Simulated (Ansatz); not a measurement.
System: C₂H₅FGeO (SMILES OC(F)=[CH][GeH3]).

Input file:

```
crystal:
  periodic: [false, false, false]
  atoms:
    - {symbol: O, position_ang: [-1.247759, 0.826214, 1.041414]}
    - {symbol: C, position_ang: [0.058397, 0.572977, 1.134963]}
    - {symbol: F, position_ang: [0.563773, 1.050845, 2.279023]}
    - {symbol: C, position_ang: [0.790912, -0.063434, 0.236417]}
    - {symbol: Ge, position_ang: [0.045746, -0.744943, -1.406214]}
    - {symbol: H, position_ang: [-1.536808, 1.302506, 1.826735]}
    - {symbol: H, position_ang: [1.840475, -0.187169, 0.465497]}
    - {symbol: H, position_ang: [-1.055211, -1.781857, -1.125981]}
    - {symbol: H, position_ang: [-0.556605, 0.389233, -2.252730]}
    - {symbol: H, position_ang: [1.180280, -1.415571, -2.196223]}
basis:
  gaussian: {orbitals: def2-TZVPP}
hamiltonian: {xc: pbe0, dispersion: d4}
output: {orbitals: {seedname: orbitals}}
```

Command:

```sh
ansatz run in.yaml --threads 4 --pin off --events-out ev --progress --plain --max-ram 10444MiB
```

Geometry: PBE0-D4/def2-TZVP.

The calculation used RKS PBE0-D4/def2-TZVPP in Ansatz.

**What can the converged electron density and electron localisation function tell about the bonding?**

C–C (1.32 Å): the density is about 2.4 e/Å³ at the midpoint; the ELF peaks at about 0.90 between the atoms; a multiple bond.
C–O (1.33 Å): ρ at the midpoint is about 2.5 e/Å³; the ELF peaks at about 0.90 between the atoms; a polar covalent bond.
C–F (1.34 Å): ρ is about 2.3 e/Å³ halfway; the ELF peaks at about 0.85 between the atoms: a shared but strongly polarised pair.
C–Ge (1.93 Å): ρ at the midpoint is about 0.89 e/Å³; the ELF peaks at about 0.90 in the valence shell of C, 0.7 Å from its nucleus, and is about 0.65 at the midpoint.

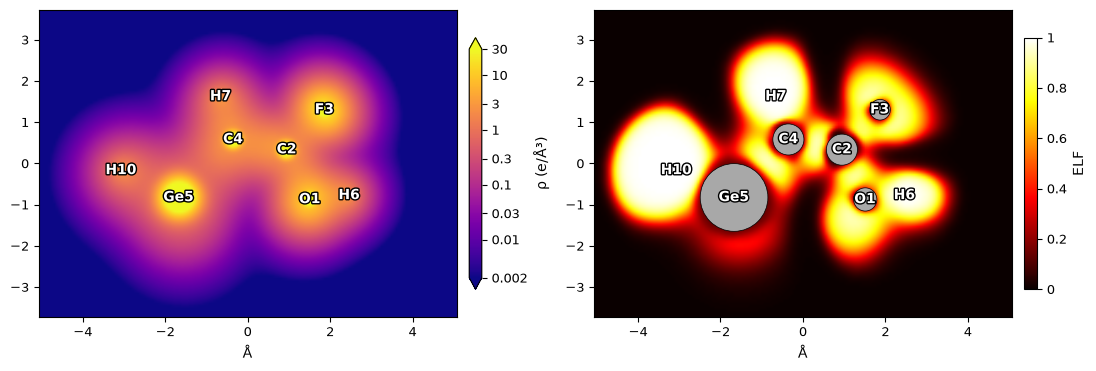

Computed electron density and electron localisation function on the plane of atoms O1, C2 and F3, in this order. Grey discs cover the atomic cores in the ELF map. 
